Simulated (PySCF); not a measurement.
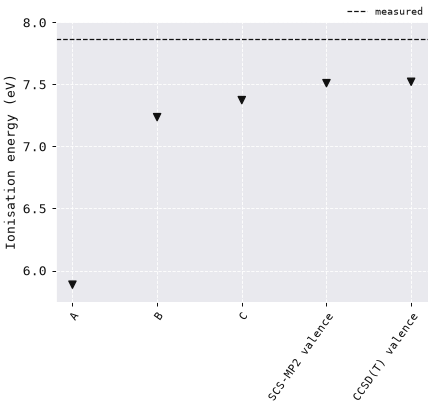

The ionisation energy of neutral tungsten ([Xe] 4f¹⁴ 5d⁴ 6s² → [Xe] 4f¹⁴ 5d⁴ 6s) by several methods, in rising order. PySCF, aug-cc-pVTZ-PP with a 60-electron core potential, unrestricted single determinants, no spin-orbit coupling. Methods marked “valence” freeze 8 core electrons. The lettered entries are CCSD valence, HF and MP2 valence in some order.

Question: Match the letters to the methods.

Answer: A is HF (5.89 eV); B is MP2 valence (7.24 eV); C is CCSD valence (7.37 eV). The values run from 5.89 eV (HF) to 7.52 eV (CCSD(T) valence). The measured value is 7.86 eV; nearest to it come CCSD(T) valence (−0.34) and SCS-MP2 valence (−0.35), furthest HF (−1.98 eV).

Limits of the model: spin-orbit shift not estimated.
